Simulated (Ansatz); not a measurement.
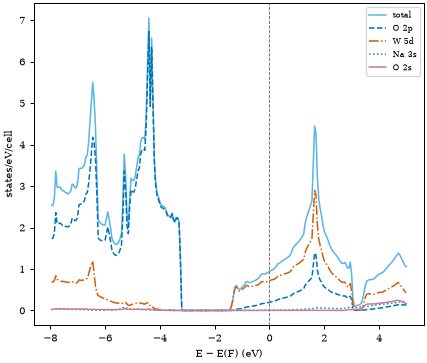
Figure: Total and projected density of states of NaWO₃ (cubic perovskite, space group No. 221), plane-wave PAW r²SCAN (Ansatz code)

Q: Which orbitals carry the states next to the Fermi level?

A: Within 0.5 eV of the Fermi level: W 5d 76 %, O 2p 21 %. Projections are on Löwdin-orthogonalised atomic valence shells; empty p or d shells of many metals are not among them.

Q: Where is the tallest occupied peak in this window, and what makes it?

A: Near -4.4 eV, about 7.1 states/eV per cell; the largest projected share is O 2p.

Space group Pm-3m (cubic perovskite). The workflow started from an entry of the Crystallography Open Database (COD). Its standing as an ambient phase is unchecked. The r²SCAN relaxation kept the symmetry of its start; of distortions, only those at the zone centre were tested. No spin polarisation was allowed. No Hubbard U is applied. With an odd number of electrons in the cell and no spin polarisation, the count alone makes it a metal. Scalar-relativistic: spin–orbit coupling is off unless named, which matters more the heavier the elements.

Potentials: the later of the program's two PAW sets.
